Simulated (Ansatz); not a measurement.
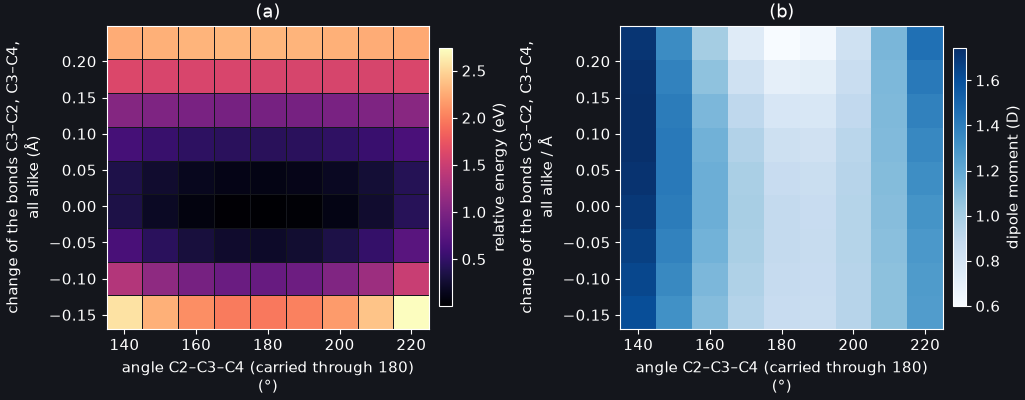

C3H4OS, SMILES OCC#CS. Coordinates scanned: (1) angle C2–C3–C4 (carried through 180); (2) change of the bonds C3–C2, C3–C4, all alike. Nothing is relaxed (all other coordinates rigid). Grid: 9 × 9 points. Points are written as (first, second). Energies are in eV, from the relaxed molecule at the same level. Method: RKS PBE0-D4/def2-TZVP (Ansatz).

Panel (a) is the energy and panel (b) the computed dipole moment on the same grid.

In the figure: one coloured cell a grid point.

**How does the dipole moment vary over the map, and what is it at the lowest grid point?**

Leaving out the highest fifth of the energies, it runs from 0.70 D at (180°, 0.180 Å) to 1.74 D at (140°, 0.133 Å). At the lowest grid point, (180°, −0.007 Å), it is 0.89 D.
